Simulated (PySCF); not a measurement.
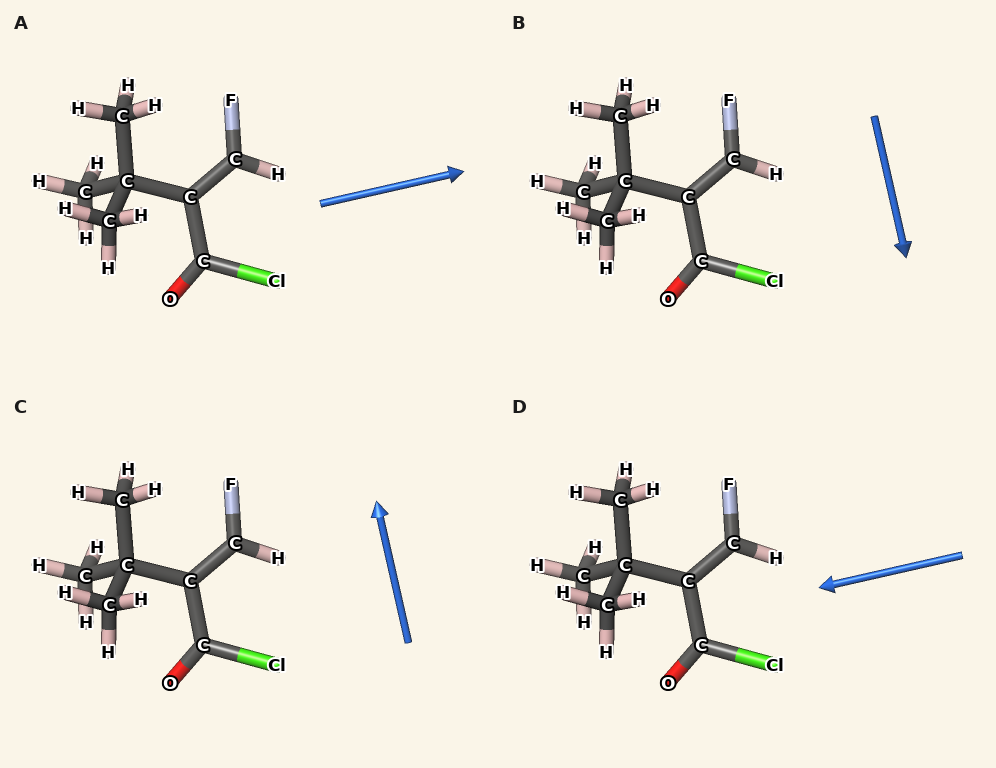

The same molecule four times, each with an arrow. Computed geometry: GFN2-xTB optimisation. No frequency run is at hand to confirm it as a minimum. Properties computed with PBE0/pcSseg-1, gas phase (PySCF 2.14.0).

### Which arrow points along the dipole moment, from the negative to the positive end?

C. The dipole moment is 2.14 D.
